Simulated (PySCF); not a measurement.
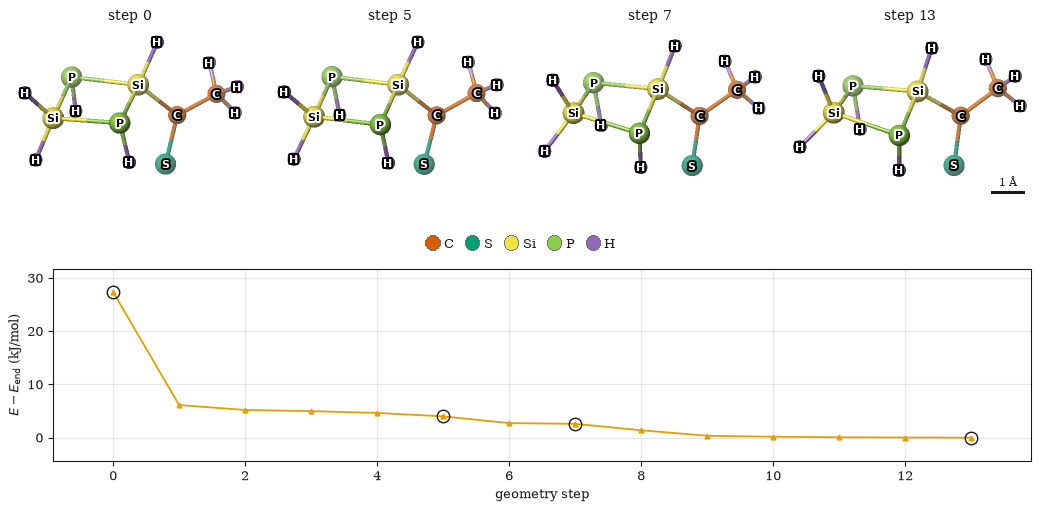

Frames of a relaxation of C$_{2}$H$_{8}$P$_{2}$SSi$_{2}$, marked on the history of the run. A ball-and-stick model, seen at a tilt.

The start comes from GFN2-xTB. Its atoms were then displaced at random by about 0.01 Å.

These are results of PBE0-D3(BJ)/def2-SVP geometry optimisation, gas phase in PySCF, not measurements. 

Describe the path.

The energy falls by 27.4 kJ/mol in 13 geometry steps. The atom that moves furthest after the best rigid fit is an H atom (0.74 Å). By element the largest moves are H 0.74 Å, P 0.40 Å, S 0.27 Å, Si 0.21 Å, C 0.18 Å. Near-neighbour distances that change, for instance: H–P 1.363 → 1.436 Å, H–Si 1.451 → 1.494 Å, H–P 1.393 → 1.436 Å, C–C 1.450 → 1.492 Å. Among the angles between lasting bonds that change: Si–P–H 95.6° → 87.4°, Si–P–H 96.2° → 89.9°, Si–P–Si 81.8° → 77.0°. Groups turn about P–Si by about 25°, P–Si by about 25°, P–Si by about 20°. The run took 4.7 min on 1 thread of Intel(R) Xeon(R) Platinum 8259CL CPU @ 2.50GHz (shared host). From step 0 to 5: H atoms move most (0.19 Å), energy −23.4 kJ/mol. From step 5 to 7: H atoms move most (0.44 Å), energy −1.40 kJ/mol. From step 7 to 13: an H atom moves most (0.25 Å), energy −2.60 kJ/mol.
